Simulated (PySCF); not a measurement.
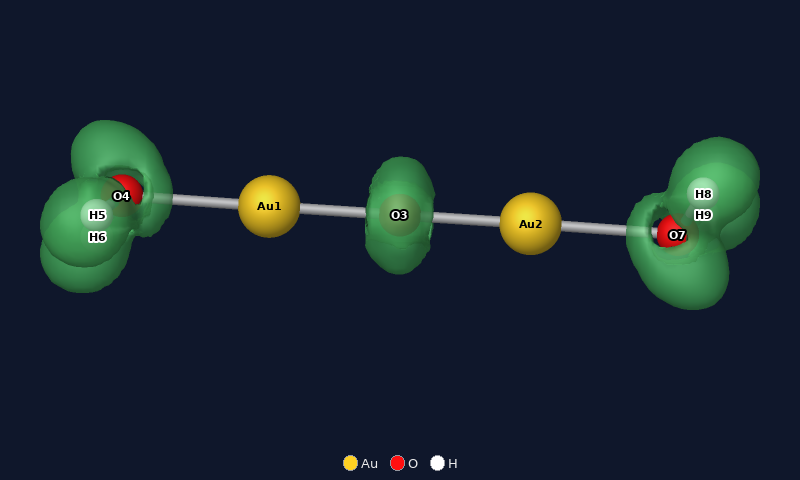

Figure 1: Au$_{2}$H$_{4}$O$_{3}$. Isosurface of the electron localisation function at 0.8 (green), seen from one side. Core shells and regions of very low density are left out.

Core potentials replace the inner electrons of Au.

Theory: RKS B3LYP, Au def2-SVP with ECP60, O def2-SVP, H def2-SVP; non-relativistic Hamiltonian with scalar-relativistic core potentials where named; density fitting (PySCF 2.14.0).

Input

```
mol = gto.M(atom='''
Au     0.00000     0.06673     1.91840
Au     0.00000    -0.06673    -1.91840
O      0.00000    -0.00000    -0.00000
O      0.00000     0.15731     4.07935
H      0.77372    -0.30599     4.43481
H     -0.77372    -0.30599     4.43481
O     -0.00000    -0.15731    -4.07935
H      0.77372     0.30599    -4.43481
H     -0.77372     0.30599    -4.43481''',
    basis={'Au': 'def2-SVP', 'O': 'def2-SVP', 'H': 'def2-SVP'},
    ecp={'Au': 'def2-SVP'},
    charge=0, spin=0)
mf = dft.RKS(mol, xc='B3LYP')
mf.grids.atom_grid = (75, 302)  # f atoms: at least (60, 302), unpruned
mf = mf.density_fit()  # Au def2-universal-JKFIT, O def2-universal-JKFIT, H def2-universal-JKFIT
mf.conv_tol = 1e-09; mf.max_cycle = 55
mf.kernel(dm0)
```

Command:

```sh
OMP_NUM_THREADS=2 python run.py
```

Q: Describe the localisation domains.

A: At this value the surface marks out one region wrapped around O (its valence shell) and two joined regions spread over several atoms (H, O), in which their bonds and any lone pairs are merged.

Values along the shortest contacts:
Au–O (1.92 Å): the ELF peaks at about 0.75 in the valence shell of O, 0.6 Å from its nucleus, and drops to about 0.20 between the two atoms. O–H (0.97 Å): the ELF climbs to about 1 towards the hydrogen, as it does in any bond to H: a covalent bond by its length.
